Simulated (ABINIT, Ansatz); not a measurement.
# Na2LiIrF6 (Fm-3m): one start, several treatments of the self-energy

Aim: compare treatments of exchange, screening and correlation for the gap of Na2LiIrF6 (Fm-3m).

Main program and level: ABINIT 10.8.3; LDA and many-body steps on it, plane waves.

## 1. The starting structure

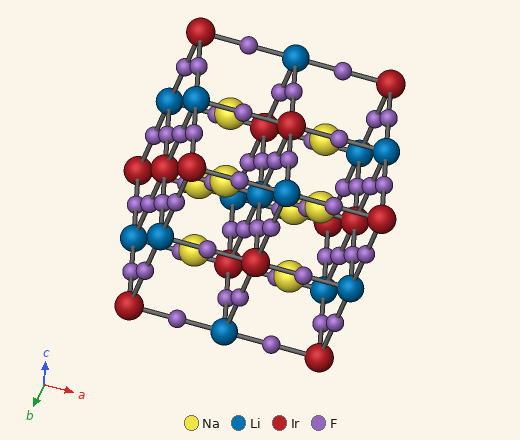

The cell as given, from a free direction (sodium yellow, lithium blue, iridium red, fluorine purple). This picture shows the conventional cell, with its axes. Some periodic images of atoms are drawn too.

The cell and positions are those that the Materials Project relaxed with its own functionals (PBE, PBE+U or r2SCAN), kept fixed. Spin-orbit coupling is left out unless a step names it.

## 2. Empty states on the mesh, 2×2×2 mesh, 272 bands

This step: ABINIT 10.8.3; DFT, LDA, plane waves, norm-conserving pseudopotentials.

The sums over transitions need many empty states on a uniform mesh; this step solves for them.

run.abi

```
acell 3*1.0 Angstrom
rprim 
  0.000000000000 4.004814000000 4.004814000000
  4.004814000000 0.000000000000 4.004814000000
  4.004814000000 4.004814000000 -0.000000000000
ntypat 4
znucl 11 3 77 9
natom 10
typat 1 1 2 3 4 4 4 4 4 4
xred 
  0.750000000000 0.750000000000 0.750000000000
  0.250000000000 0.250000000000 0.250000000000
  0.500000000000 0.500000000000 0.500000000000
  0.000000000000 0.000000000000 0.000000000000
  0.747678000000 0.252322000000 0.252322000000
  0.252322000000 0.252322000000 0.747678000000
  0.252322000000 0.747678000000 0.747678000000
  0.252322000000 0.747678000000 0.252322000000
  0.747678000000 0.252322000000 0.747678000000
  0.747678000000 0.747678000000 0.252322000000
pp_dirpath "pseudos"
pseudos "Na.upf, Li.upf, Ir.upf, F.upf"
ecut 38
ngkpt 2 2 2
nshiftk 1
shiftk 0 0 0
kptopt 1
chksymbreak 0
iscf -2
irdden 1
istwfk *1
nband 272
nbdbuf 24
tolwfr 1e-09
nstep 60
prtvol 0
indata_prefix "in"
outdata_prefix "out"
tmpdata_prefix "tmp"
```

Run with:

```bash
OMP_NUM_THREADS=1 mpirun -n 4 abinit run.abi > log
```

Numbers of over 12 decimals in the logs are rounded to 6 here.

Log:

```text
.Version 10.8.3 of ABINIT. v10.8.2 released Aug 2026.

 Symmetries : space group Fm -3 m (#225); Bravais cF (face-center cubic)
[... echo of the input left out ...]
== DATASET  1 ==================================================================
-   mpi_nproc: 4, omp_nthreads: 1 (-1 if OMP is not activated)
-    --> not optimal distribution: autoparal keyword recommended in input file <--

--- !DatasetInfo
iteration_state: {dtset: 1, }
dimensions: {natom: 10, nkpt: 3, mband: 272, nsppol: 1, nspinor: 1, nspden: 1, mpw: 9756, }
cutoff_energies: {ecut:  38.0, pawecutdg:  -1.0, }
[...]
2.94015    2.94402    2.94402    2.94402    2.94582    2.94582    2.94936    2.94936
   2.94937    2.95211    2.97159    2.97318    2.97318    2.98919    2.98919    2.98919
 prteigrs : prtvol=0 or 1, do not print more k-points.

== END DATASET(S) ==============================================================
================================================================================

 -outvars: echo values of variables after computation  --------
            nband         272
             nkpt           3
          spgroup         225
 [... the other variables as echoed above ...]

 Calculation completed.
```

Wall time 4.5 min (4 MPI ranks of Arm Neoverse N1, shared host); peak memory 0.49 GiB; 18 min of CPU time.

Numbers from this step:

| Quantity | Value |
| --- | --- |
| gap | 2.036 eV |
| k of the valence top | 0.5, 0.5, 0 |
| k of the conduction bottom | 0.5, 0.5, 0 |
| least direct gap | 2.036 eV |
| k points computed | 3 |
| lowest point of the top converged band, above the valence top | 73.8650 eV |

On this mesh the gap is 2.036 eV.

The density comes from a self-consistent run that is not shown.

## 3. Screening, 2×2×2 mesh, 125 bands, screening to 114.3 eV

The RPA dielectric matrix is built and inverted for each q.

This step: RPA screening on LDA, plane waves, norm-conserving pseudopotentials.

run.abi: that of step 2 with these lines changed.

```diff
@@ -28,10 +28,11 @@
 chksymbreak 0
-iscf -2
-irdden 1
 istwfk *1
-nband 272
-nbdbuf 24
-tolwfr 1e-09
-nstep 60
-prtvol 0
+occopt 1
+irdwfk 1
+optdriver 3
+nband 125
+ecuteps 4.2
+inclvkb 2
+awtr 1
+symchi 1
 indata_prefix "in"
```

Log:

```text
.Version 10.8.3 of ABINIT. v10.8.2 released Aug 2026.

 Symmetries : space group Fm -3 m (#225); Bravais cF (face-center cubic)
[... echo of the input left out ...]
== DATASET  1 ==================================================================
-   mpi_nproc: 4, omp_nthreads: 1 (-1 if OMP is not activated)

--- !DatasetInfo
iteration_state: {dtset: 1, }
dimensions: {natom: 10, nkpt: 3, mband: 125, nsppol: 1, nspinor: 1, nspden: 1, mpw: 9756, }
cutoff_energies: {ecut:  38.0, pawecutdg:  -1.0, }
electrons: {nelect:   8.00000000E+01, charge:   0.00000000E+00, occopt:   1.00000000E+00, tsmear:   1.00000000E-02, }

 SCREENING: Calculation of the susceptibility and dielectric matrices

 Based on a program developped by R.W. Godby, V. Olevano, G. Onida, and L. Reining.
 Incorporated in ABINIT by V. Olevano, G.-M. Rignanese, and M. Torrent.
.Using double precision arithmetic ; gwpc =  8

[... cell and pseudopotentials left out ...]
--------------------------------------------------------------------------------

 ==== K-mesh for the wavefunctions ====
 Number of points in the irreducible wedge :     3
[... list of points left out ...]
 Together with 48 symmetry operations and time-reversal symmetry
 yields     8 points in the full Brillouin Zone.

 ==== Q-mesh for the screening function ====
 Number of points in the irreducible wedge :     3
[... list of points left out ...]
 Together with 48 symmetry operations and time-reversal symmetry
 yields     8 points in the full Brillouin Zone.

 setmesh: FFT mesh size selected  =    40x   40x   40
          total number of points  =        64000

 vcoul_init : cutoff-mode = AUXILIARY_FUNCTION
 q-points for optical limit:   1
     1)      0.000010    0.000020    0.000030

- screening: taking advantage of time-reversal symmetry
- Maximum band index for partially occupied states nbvw = 40
- Remaining bands to be divided among processors   nbcw = 85
- Number of bands treated by each node ~21

 Number of electrons calculated from density =   80.0000; Expected =   80.0000
 average of density, n =  0.092282
 r_s =    1.3728
 omega_plasma =   29.3031 [eV]

 calculating chi0 at frequencies [eV] :
  1    0.000000E+00    0.000000E+00
  2    0.000000E+00    2.930311E+01

--------------------------------------------------------------------------------
  q-point number  1        q = ( 0.000000, 0.000000, 0.000000) [r.l.u.]
--------------------------------------------------------------------------------
[... chi0 elements left out ...]
 For q-point:  0.000010 0.000020 0.000030
  dielectric constant =   2.2619
  dielectric constant without local fields =   2.6041

  Average fulfillment of the sum rule on Im[epsilon] for q-point    1 :     34.75  [%]
[... wings left out ...]
  q-point number  2        q = ( 0.500000, 0.000000, 0.000000) [r.l.u.]
--------------------------------------------------------------------------------
[... chi0 elements left out ...]
  Average fulfillment of the sum rule on Im[epsilon] for q-point    2 :     40.76  [%]

 [... 1 further q-points ...]
```

Elapsed: 76 s, on 4 MPI ranks; peak memory 2 GiB; 5.1 min of CPU time.

This step gave:

```yaml
eps_infinity_with_local_fields_on_this_mesh_along_the_program_s_q_direction: 2.262
the_same_without_local_fields: 2.604
plasma_frequency: 29.30 eV
plane_waves_in_the_screening_matrix: 339
```

Local fields lower ε∞ by 13 %. On a Γ-centred mesh this coarse the value itself is usually too large, while a short band sum pulls it down.

## 4. G0W0, Godby-Needs plasmon pole

The self-energy is evaluated for the states that the input lists, and the levels follow from it, in one-shot runs by the linearised quasiparticle equation.

This step: G0W0 on LDA, plane waves, norm-conserving pseudopotentials.

run.abi: that of step 3 with these lines changed.

```diff
@@ -31,8 +31,17 @@
 irdwfk 1
-optdriver 3
+optdriver 4
 nband 125
+gwcalctyp 0
+ecutsigx 38
+symsigma 1
+nkptgw 2
+kptgw 
+  0.5000000000 0.5000000000 0.0000000000
+  0.0000000000 0.0000000000 0.0000000000
+bdgw 
+  39 42
+  38 43
 ecuteps 4.2
-inclvkb 2
-awtr 1
-symchi 1
+irdscr 1
+ppmodel 1
 indata_prefix "in"
```

Log:

```text
.Version 10.8.3 of ABINIT. v10.8.2 released Aug 2026.

 Symmetries : space group Fm -3 m (#225); Bravais cF (face-center cubic)
[... echo of the input left out ...]
== DATASET  1 ==================================================================
-   mpi_nproc: 4, omp_nthreads: 1 (-1 if OMP is not activated)

--- !DatasetInfo
iteration_state: {dtset: 1, }
dimensions: {natom: 10, nkpt: 3, mband: 125, nsppol: 1, nspinor: 1, nspden: 1, mpw: 9756, }
cutoff_energies: {ecut:  38.0, pawecutdg:  -1.0, }
electrons: {nelect:   8.00000000E+01, charge:   0.00000000E+00, occopt:   1.00000000E+00, tsmear:   1.00000000E-02, }

 SIGMA: Calculation of the GW corrections

 Based on a program developped by R.W. Godby, V. Olevano, G. Onida, and L. Reining.
 Incorporated in ABINIT by V. Olevano, G.-M. Rignanese, and M. Torrent.
.Using double precision arithmetic ; gwpc =  8

[... cell and pseudopotentials left out ...]
--------------------------------------------------------------------------------

 ==== K-mesh for the wavefunctions ====
 Number of points in the irreducible wedge :     3
[... list of points left out ...]
 Together with 48 symmetry operations and time-reversal symmetry
 yields     8 points in the full Brillouin Zone.

 ==== Q-mesh for screening function ====
 Number of points in the irreducible wedge :     3
[... list of points left out ...]
 Together with 48 symmetry operations and time-reversal symmetry
 yields     8 points in the full Brillouin Zone.

 vcoul_init : cutoff-mode = AUXILIARY_FUNCTION
 q-points for optical limit:   1
     1)      0.000010    0.000020    0.000030
 setmesh: FFT mesh size selected  =    60x   60x   60
          total number of points  =       216000

 Number of electrons calculated from density =   80.0000; Expected =   80.0000
 average of density, n =  0.092282
 r_s =    1.3728
 omega_plasma =   29.3031 [eV]

 === KS Band Gaps ===
  >>>> For spin  1
   Minimum direct gap =   2.0359 [eV], located at k-point      :   0.5000  0.5000  0.0000
   Fundamental gap    =   2.0359 [eV], Top of valence bands at :   0.5000  0.5000  0.0000
                                       Bottom of conduction at :   0.5000  0.5000  0.0000
 SIGMA fundamental parameters:
 PLASMON POLE MODEL  1
 number of plane-waves for SigmaX                 9721
 number of plane-waves for SigmaC and W            339
 number of plane-waves for wavefunctions          9721
 number of bands                                   125
 number of independent spin polarizations            1
 number of spinorial components                      1
 number of k-points in IBZ                           3
 number of q-points in IBZ                           3
 number of symmetry operations                      48
 number of k-points in BZ                            8
 number of q-points in BZ                            8
 number of frequencies for dSigma/dE                 9
 frequency step for dSigma/dE [eV]                0.25
 number of omega for Sigma on real axis              0
 max omega for Sigma on real axis  [eV]           0.00
 zcut for avoiding poles [eV]                     0.10

 EPSILON^-1 parameters (SCR file):
 dimension of the eps^-1 matrix on file            339
 dimension of the eps^-1 matrix used               339
 number of plane-waves for wavefunctions          9721
 number of bands                                   125
 number of q-points in IBZ                           3
 number of frequencies                               2
 number of real frequencies                          1
 number of imag frequencies                          1

 matrix elements of self-energy operator (all in [eV])

 Perturbative Calculation

--- !SelfEnergy_ee
iteration_state: {dtset: 1, }
kpoint     : [   0.500,    0.500,    0.000, ]
spin       : 1
KS_gap     :    2.036
QP_gap     :    5.901
Delta_QP_KS:    3.865
data: !SigmaeeData |
     Band     E0 <VxcDFT>   SigX SigC(E0)      Z dSigC/dE  Sig(E)    E-E0       E
       39   2.526 -21.681 -26.646   4.206   0.828  -0.208 -22.310  -0.629   1.897
       40   2.526 -21.681 -26.646   4.206   0.828  -0.208 -22.310  -0.629   1.897
       41   4.562 -21.153 -14.730  -2.570   0.840  -0.191 -17.917   3.236   7.798
       42   5.162 -22.744 -16.332  -2.385   0.831  -0.204 -19.399   3.345   8.507

--- !SelfEnergy_ee
iteration_state: {dtset: 1, }
kpoint     : [   0.000,    0.000,    0.000, ]
spin       : 1
KS_gap     :    2.472
QP_gap     :    5.173
Delta_QP_KS:    2.701
data: !SigmaeeData |
     Band     E0 <VxcDFT>   SigX SigC(E0)      Z dSigC/dE  Sig(E)    E-E0       E
       38   2.204 -20.728 -25.524   4.047   0.830  -0.205 -21.349  -0.621   1.584
       39   2.204 -20.728 -25.524   4.047   0.830  -0.205 -21.349  -0.621   1.584
       40   2.204 -20.728 -25.524   4.047   0.830  -0.205 -21.349  -0.621   1.584
       41   4.676 -10.406  -5.494  -2.573   0.889  -0.124  -8.325   2.081   6.757
       42   5.147 -22.688 -16.286  -2.382   0.831  -0.203 -19.348   3.340   8.487
       43   5.147 -22.688 -16.286  -2.382   0.831  -0.203 -19.348   3.340   8.487

== END DATASET(S) ==============================================================
================================================================================

 -outvars: echo values of variables after computation  --------
           etotal      0.0000000000E+00
            nband         125
             nkpt           3
          spgroup         225
 [... the other variables as echoed above ...]

 Calculation completed.
```

The job ended after 21 s (4 MPI ranks; peak memory 1.2 GiB).

Numbers from this step:

* G0W0 gap on the points computed: 4.860 eV
* starting gap on the mesh: 2.036 eV
* k of the valence top: 0.5, 0.5, 0
* k of the conduction bottom: 0, 0, 0
* Z at the valence top: 0.828
* Z at the conduction bottom: 0.889
* least direct G0W0 gap on the computed points: 5.173 eV

The gap on the mesh goes from 2.04 eV to 4.86 eV, a correction of +2.82 eV.

## 5. G0W0, Engel-Farid plasmon pole

run.abi: that of step 4 with these lines changed.

```diff
@@ -45,3 +45,3 @@
 irdscr 1
-ppmodel 1
+ppmodel 4
 indata_prefix "in"
```

Log:

```text
.Version 10.8.3 of ABINIT. v10.8.2 released Aug 2026.

 Symmetries : space group Fm -3 m (#225); Bravais cF (face-center cubic)
[... echo of the input left out ...]
== DATASET  1 ==================================================================
-   mpi_nproc: 4, omp_nthreads: 1 (-1 if OMP is not activated)

--- !DatasetInfo
iteration_state: {dtset: 1, }
dimensions: {natom: 10, nkpt: 3, mband: 125, nsppol: 1, nspinor: 1, nspden: 1, mpw: 9756, }
cutoff_energies: {ecut:  38.0, pawecutdg:  -1.0, }
electrons: {nelect:   8.00000000E+01, charge:   0.00000000E+00, occopt:   1.00000000E+00, tsmear:   1.00000000E-02, }

 SIGMA: Calculation of the GW corrections

 Based on a program developped by R.W. Godby, V. Olevano, G. Onida, and L. Reining.
 Incorporated in ABINIT by V. Olevano, G.-M. Rignanese, and M. Torrent.
.Using double precision arithmetic ; gwpc =  8

[... cell and pseudopotentials left out ...]
--------------------------------------------------------------------------------

 ==== K-mesh for the wavefunctions ====
 Number of points in the irreducible wedge :     3
[... list of points left out ...]
 Together with 48 symmetry operations and time-reversal symmetry
 yields     8 points in the full Brillouin Zone.

 ==== Q-mesh for screening function ====
 Number of points in the irreducible wedge :     3
[... list of points left out ...]
 Together with 48 symmetry operations and time-reversal symmetry
 yields     8 points in the full Brillouin Zone.

 vcoul_init : cutoff-mode = AUXILIARY_FUNCTION
 q-points for optical limit:   1
     1)      0.000010    0.000020    0.000030
 setmesh: FFT mesh size selected  =    60x   60x   60
          total number of points  =       216000

 Number of electrons calculated from density =   80.0000; Expected =   80.0000
[...]
number of omega for Sigma on real axis              0
 max omega for Sigma on real axis  [eV]           0.00
 zcut for avoiding poles [eV]                     0.10

 EPSILON^-1 parameters (SCR file):
 dimension of the eps^-1 matrix on file            339
 dimension of the eps^-1 matrix used               339
 number of plane-waves for wavefunctions          9721
 number of bands                                   125
 number of q-points in IBZ                           3
 number of frequencies                               2
 number of real frequencies                          1
 number of imag frequencies                          1

 matrix elements of self-energy operator (all in [eV])

 Perturbative Calculation

--- !SelfEnergy_ee
iteration_state: {dtset: 1, }
kpoint     : [   0.500,    0.500,    0.000, ]
spin       : 1
KS_gap     :    2.036
QP_gap     :    6.063
Delta_QP_KS:    4.027
data: !SigmaeeData |
     Band     E0 <VxcDFT>   SigX SigC(E0)      Z dSigC/dE  Sig(E)    E-E0       E
       39   2.526 -21.681 -26.646   4.265   0.852  -0.174 -22.277  -0.597   1.929
       40   2.526 -21.681 -26.646   4.265   0.852  -0.174 -22.277  -0.597   1.929
       41   4.562 -21.153 -14.730  -2.440   0.861  -0.161 -17.723   3.430   7.992
[...]
--- !SelfEnergy_ee
iteration_state: {dtset: 1, }
kpoint     : [   0.000,    0.000,    0.000, ]
spin       : 1
KS_gap     :    2.472
QP_gap     :    5.115
Delta_QP_KS:    2.643
data: !SigmaeeData |
     Band     E0 <VxcDFT>   SigX SigC(E0)      Z dSigC/dE  Sig(E)    E-E0       E
[...]
42   5.147 -22.688 -16.286  -2.211   0.853  -0.173 -19.114   3.574   8.721
       43   5.147 -22.688 -16.286  -2.211   0.853  -0.173 -19.114   3.574   8.721

== END DATASET(S) ==============================================================
================================================================================

 -outvars: echo values of variables after computation  --------
           etotal      0.0000000000E+00
            nband         125
             nkpt           3
          spgroup         225
 [... the other variables as echoed above ...]

 Calculation completed.
```

Run time: 14 s. Hardware: 4 MPI ranks; peak memory 1.4 GiB; 56 s of CPU time.

This step gave:

```
G0W0 gap on the points computed              : 4.783 eV
starting gap on the mesh                     : 2.036 eV
k of the valence top                         : 0.5, 0.5, 0
k of the conduction bottom                   : 0, 0, 0
Z at the valence top                         : 0.852
Z at the conduction bottom                   : 0.902
least direct G0W0 gap on the computed points : 5.115 eV
```

Against G0W0 in ABINIT (2×2×2 mesh, 125 bands, screening to 114.3 eV, Godby-Needs plasmon pole), the gap moves by −0.077 eV.

## 6. G0W0, Hybertsen-Louie plasmon pole

run.abi: that of step 5 with these lines changed.

```diff
@@ -45,3 +45,3 @@
 irdscr 1
-ppmodel 4
+ppmodel 2
 indata_prefix "in"
```

Log:

```text
.Version 10.8.3 of ABINIT. v10.8.2 released Aug 2026.

 Symmetries : space group Fm -3 m (#225); Bravais cF (face-center cubic)
[... echo of the input left out ...]
== DATASET  1 ==================================================================
-   mpi_nproc: 4, omp_nthreads: 1 (-1 if OMP is not activated)

--- !DatasetInfo
iteration_state: {dtset: 1, }
dimensions: {natom: 10, nkpt: 3, mband: 125, nsppol: 1, nspinor: 1, nspden: 1, mpw: 9756, }
cutoff_energies: {ecut:  38.0, pawecutdg:  -1.0, }
[...]
Band     E0 <VxcDFT>   SigX SigC(E0)      Z dSigC/dE  Sig(E)    E-E0       E
[...]
42   5.147 -22.688 -16.286  -2.199   0.898  -0.114 -18.914   3.774   8.921
       43   5.147 -22.688 -16.286  -2.199   0.898  -0.114 -18.914   3.774   8.921

== END DATASET(S) ==============================================================
================================================================================

 -outvars: echo values of variables after computation  --------
           etotal      0.0000000000E+00
            nband         125
             nkpt           3
          spgroup         225
 [... the other variables as echoed above ...]

 Calculation completed.
```

Elapsed: 21 s, on 4 MPI ranks; peak memory 1.2 GiB.

This step gave:

```yaml
g0w0_gap_on_the_points_computed: 5.073 eV
starting_gap_on_the_mesh: 2.036 eV
k_of_the_valence_top: 0.5, 0.5, 0
k_of_the_conduction_bottom: 0, 0, 0
least_direct_g0w0_gap_on_the_computed_points: 5.376 eV
```

Against G0W0 in ABINIT (2×2×2 mesh, 125 bands, screening to 114.3 eV, Godby-Needs plasmon pole), the gap moves by +0.213 eV.

[end of part 1 of 2]

[Paths, hosts, dates, memory and timing lines, banners, echoed tables and standing remarks are left out of the program output.]

[Logs are printed without paths, hosts, clocks, repeated set-up lines and the standing remarks that a program may print on its own settings, such as how far it seeks lower states.]

[Runs of the session that timed out or met a known fault of the program may be left out.]

[Hosts, paths, dates, database ids (printed as entryN), source tags and the programs' standing remarks are cut or masked in the printed files.]

[G0W0 gaps are taken among the corrected bands and points alone; a level outside them can change the order at an edge.]

[Where Ansatz stands beside ABINIT at settings called matched, ABINIT's density can come from a denser mesh and the files from another edition; pairs whose starting gaps differed by over 0.03 eV were left out, so agreement reads better than it is.]
